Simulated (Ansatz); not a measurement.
C2H7BClNSi

```xyz
13

B    -1.6958   -0.5091   -0.9857
C    -0.4433   -1.2733   -0.3724
N    -0.1349   -0.9374    1.0140
C     0.5410    0.1256    1.2723
Si    1.1476    1.4134   -0.0010
Cl   -0.5407    1.8617   -1.2299
H    -1.8924   -0.6181   -2.1767
H    -2.5620   -0.0746   -0.2615
H    -0.7406   -2.3492   -0.4258
H     0.4404   -1.1795   -1.0497
H     0.7263    0.3560    2.3453
H     2.2301    0.9375   -0.9196
H     1.5592    2.6856    0.6684
```

Level of theory: RKS BLYP-D4/def2-SVP in Ansatz.

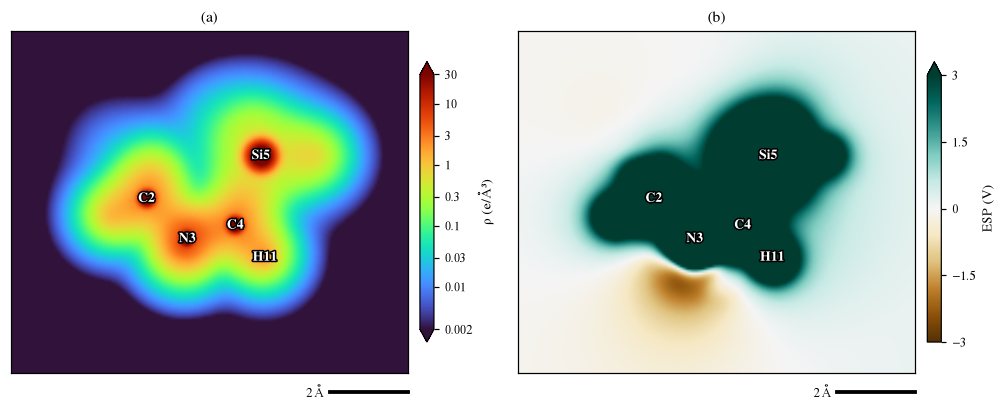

Figure 1. (a) total electron density; (b) molecular electrostatic potential on the plane of atoms N3, C4 and H11.

Interpret the plot.

Answer. The plane passes through C, N, Si and H nuclei. C–N (1.29 Å): ρ is about 2.7 e/Å³ halfway. C–Si (1.91 Å): ρ is about 0.92 e/Å³ halfway. C–H (1.11 Å): the density is about 1.9 e/Å³ at the midpoint. C–N (1.46 Å): the density is about 1.9 e/Å³ at the midpoint. Outside the dense part of the molecule the potential is most negative (−2.3 V) near N3.

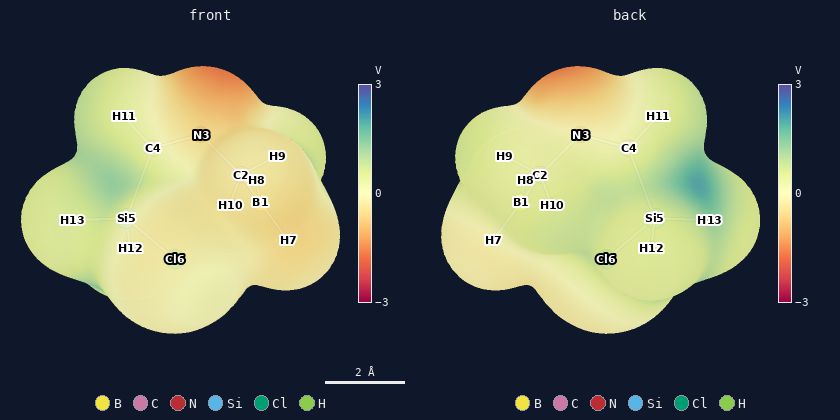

Figure 2. The electrostatic potential painted on the density surface at 0.002 e/bohr³, seen from the front and from behind; red is negative and blue positive.

Describe the electrostatic potential map.

Answer. The most negative region (about −1.5 V) lies over N3, the most positive (about +2.0 V) over Si5. N3 is the likeliest acceptor of a hydrogen bond.

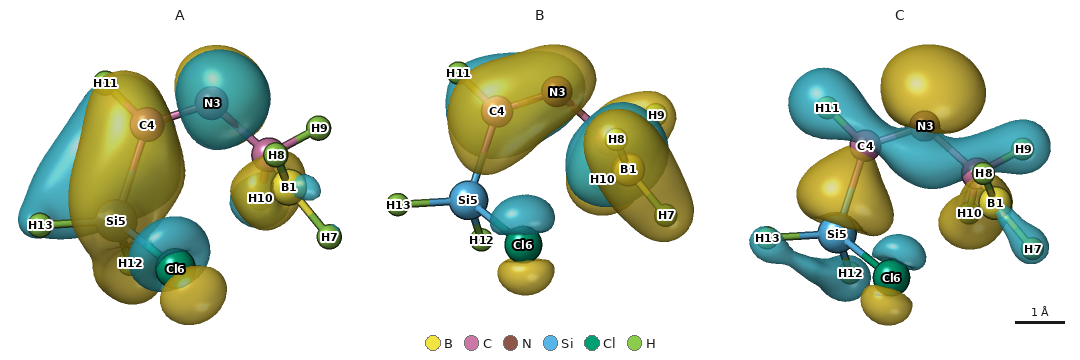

Figure 3. Three frontier orbitals at ±0.08 Å⁻³ᐟ² (yellow and cyan are the two phases), in no order.

Which picture is the HOMO−1, the HOMO and the LUMO?

Answer. B is the HOMO−1 (−6.97 eV). It lies mainly on C4 (about 25 %), N3 (about 20 %), C2 (about 20 %) and B1 (about 15 %). C is the HOMO (−5.38 eV). It lies mainly on N3 (about 55 %), C4 (about 10 %), C2 (about 10 %) and Si5 (about 10 %). A is the LUMO (−2.25 eV). It lies mainly on N3 (about 30 %), C4 (about 25 %), Si5 (about 20 %) and Cl6 (about 5 %).

What is the HOMO–LUMO gap?

Answer. 3.13 eV between the orbital energies.
